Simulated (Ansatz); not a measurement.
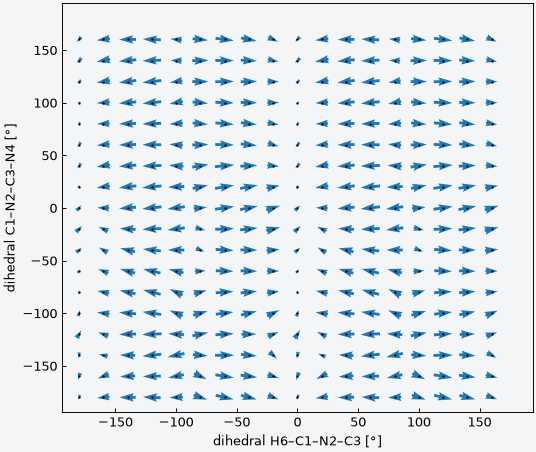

C2H6N2O, SMILES C=NC(N)O. Coordinates scanned: (1) dihedral H6–C1–N2–C3; (2) dihedral C1–N2–C3–N4. Nothing is relaxed (all other coordinates rigid). The scan uses an 18 × 18 grid. Points are written as (first, second). The dihedral twists a double bond; near 90° a spin-restricted reference is unreliable. Theory: Ansatz 0.2.0, RKS PBE0-D4/def2-SVP.

Drawn: dots at the grid points, arrows along the force (downhill), their lengths compressed.

Q: The arrows alone are given. Where are the wells?

A: The arrows converge at (−180°, 20°); (0°, 20°) (0.018 eV up) (read from the interpolated surface).

The energy map of the same scan:

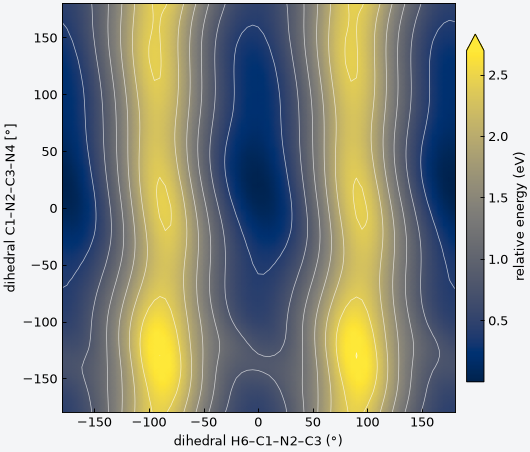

Energies are in eV, from the relaxed molecule at the same level; between grid points the surface is interpolated.
